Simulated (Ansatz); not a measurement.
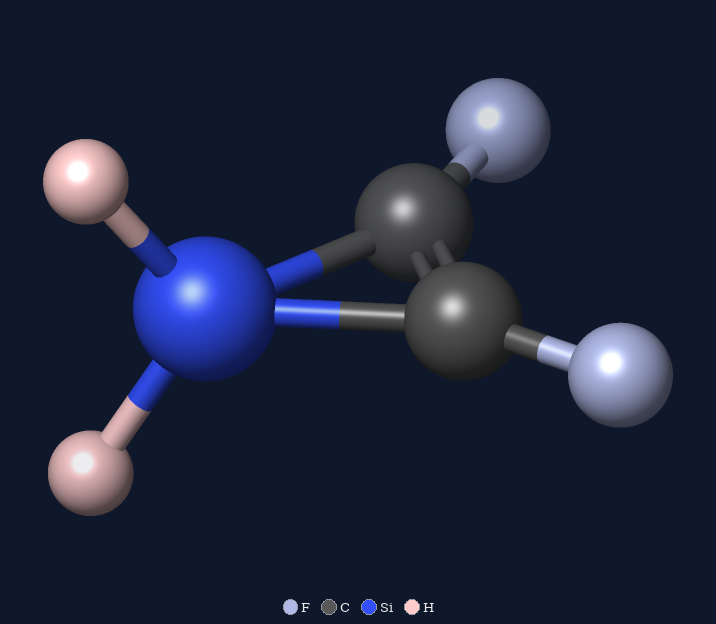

A ball-and-stick model of a molecule. Double and triple bonds are drawn as two and three sticks.

The computed structure is the end point of a PBE0-D4/def2-TZVP optimisation.

> Give the formula.

C₂H₂F₂Si, 7 atoms: 2 carbon, 2 hydrogen, 2 fluorine and 1 silicon.

> Count the bonded pairs by element.

2 C–F, 2 C–Si, 2 Si–H, 1 C–C.

> Does it have rings?

Independent rings (smallest set): 1 of 3 members.

> Name some functional groups or characteristic bonds that it holds.

Among them: alkene, C–F bond, Si–H bond.

More results for the same structure follow; atom numbers are the same in all pictures, views and colours differ.

## Shape

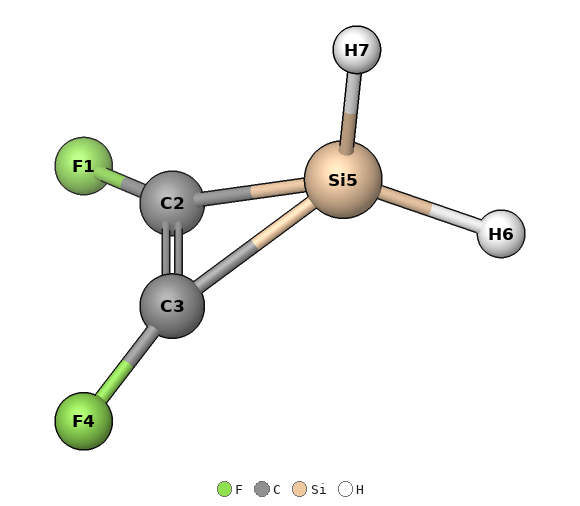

Numbered structure.

> What is the dihedral angle F4–C3–Si5–C2?

180° in size, that is anti.

## Electronic properties

Properties computed with RKS BLYP-D4/def2-TZVPP (Ansatz 0.2.0).

> Estimate the HOMO energy (Kohn–Sham orbital).

−6.52 eV.

> Give the dispersion correction at this level.

−28.9 kJ/mol.

> Give the HOMO–LUMO gap at this level.

5.14 eV.

## Dipole moment

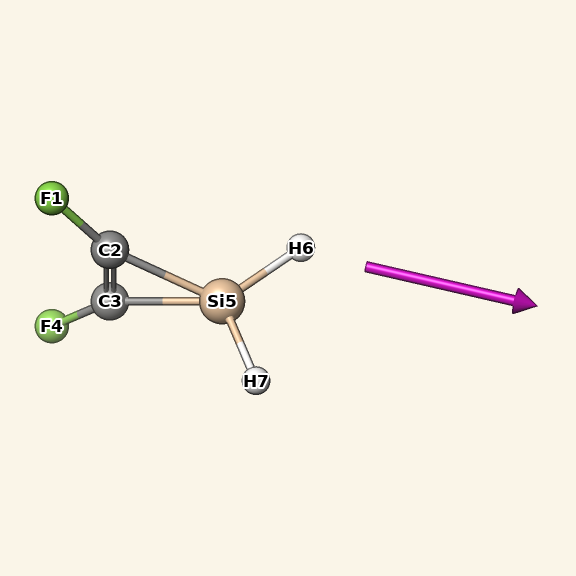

The arrow beside the molecule shows the direction of the dipole moment, from the negative to the positive end (its length means nothing). Properties computed with RKS B3LYP-D4/def2-TZVPP (Ansatz 0.2.0).

> How large is the dipole moment?

1.79 D; it points from the side of F1, F4 to the side of H6, H7 (the outermost atoms at the two ends).

## Thermal motion

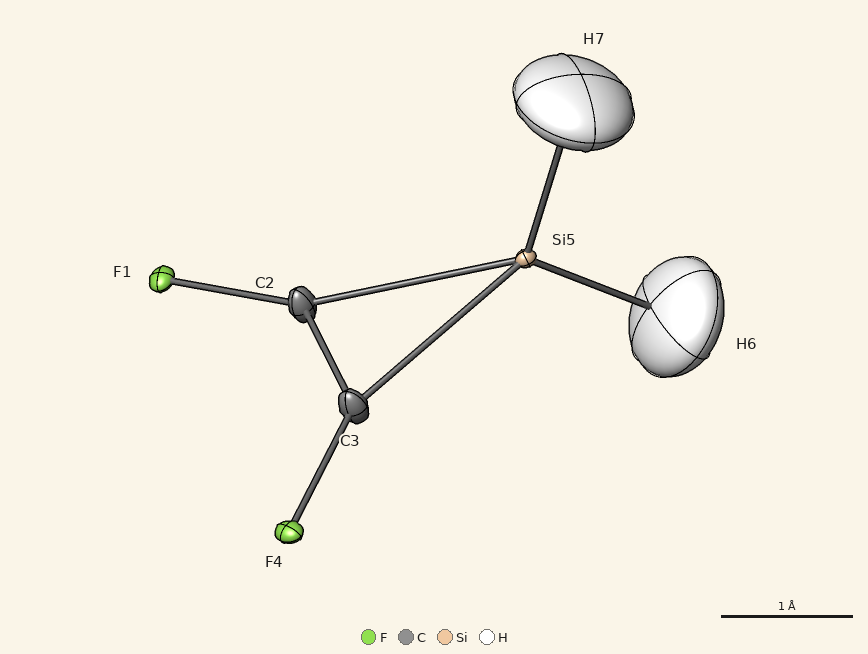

Displacement ellipsoids at the 50 % level, enlarged 2 times, from the internal vibrations of the free molecule (harmonic, no overall translation or rotation; no half-axis is drawn under 0.075 Å). Vibrations computed with RKS PBE0-D4/def2-TZVP (Ansatz 0.2.0). Temperature: 0 K (zero-point motion alone).

Give the displacement parameters, one line for each set of equivalent atoms.

```json
{"atom": "F1, F4", "U_eq (Å²)": "0.0011", "rms amplitudes (Å)": "0.022, 0.032, 0.041"}
{"atom": "C2, C3", "U_eq (Å²)": "0.0018", "rms amplitudes (Å)": "0.033, 0.037, 0.054"}
{"atom": "Si5", "U_eq (Å²)": "0.00050", "rms amplitudes (Å)": "0.013, 0.024, 0.027"}
{"atom": "H6, H7", "U_eq (Å²)": "0.0196", "rms amplitudes (Å)": "0.087, 0.151, 0.169"}
```
